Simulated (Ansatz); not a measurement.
## CuI: carrier doping

The parent structure is CuI in the zinc blende structure (space group F-43m, No. 216; a = 6.023 Å).

Carriers are added at fixed cell with a uniform background; the Fermi–Dirac width is that of 300 K.

Method: r2SCAN, PAW, 500 eV (Ansatz, a program for electronic structure; without spin-orbit coupling).

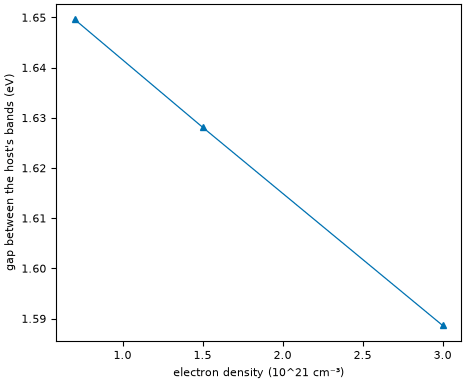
Figure. Gap between the host's bands against electron density

```csv
electron density (10^21 cm⁻³),gap between the host's bands
0.7,1.65 eV
1.5,1.63 eV
3,1.59 eV
```

Charged cell with a jellium background: band edges are those of the host's band count, energies are not comparable with the neutral cell, and many-body gap narrowing is missing. With I present, leaving out spin-orbit coupling can change the band edges. Whether these cells are dynamically stable was not tested. All final runs are without spin polarisation.
